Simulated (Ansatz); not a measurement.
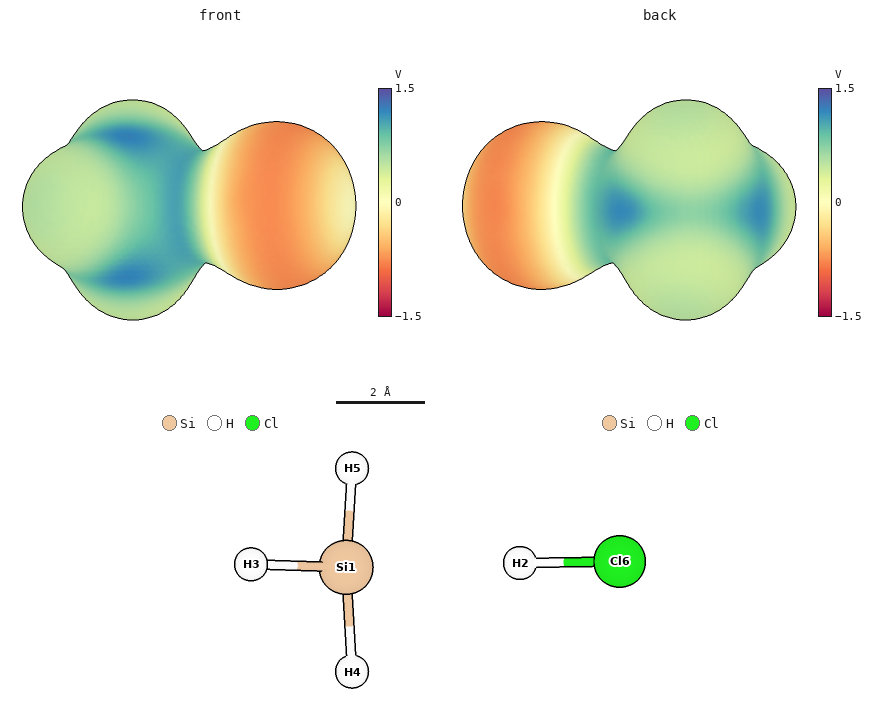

Figure. H$_{3}$Si···HCl (doublet). The electrostatic potential painted on the density surface at 0.002 e/bohr³, seen from the front and from behind; red is negative and blue positive. The bare structure is drawn below in the same view.

All numbers below come from UKS PBE0-D4/def2-SVP (Ansatz).

Input file:

```
crystal:
  periodic: [false, false, false]
  atoms:
    - { symbol: Si, position_ang: [0.023458, 0.0, -0.068466] }
    - { symbol: H, position_ang: [0.15496, 0.0, 1.400972] }
    - { symbol: H, position_ang: [1.389797, 0.0, -0.666959] }
    - { symbol: H, position_ang: [-0.719928, 1.221507, -0.492135] }
    - { symbol: H, position_ang: [-0.719928, -1.221507, -0.492135] }
    - { symbol: Cl, position_ang: [-0.126957, 0.0, 3.950123] }
magnetization:
  spin_polarized: true
  initial_magnetization: 1
basis:
  gaussian: { orbitals: def2-SVP }
hamiltonian:
  xc: pbe0
  dispersion: d4
relax:
  f_tol: 0.03
  max_steps: 50
output:
  orbitals: {}
```

Launched as:

```sh
ansatz run input.yaml --threads 1 --pin off --max-ram 2048MiB --backend cpu --events-out ev --progress --plain --runs-dir out
```

The fields are those of the run's last geometry, not of the input's.

Question: Describe the electrostatic potential map.

Answer: The most negative region (about −0.8 V, or −18 kcal/mol for a unit charge) lies over Cl6, the most positive (about +1.2 V, or +28 kcal/mol for a unit charge) over Si1.
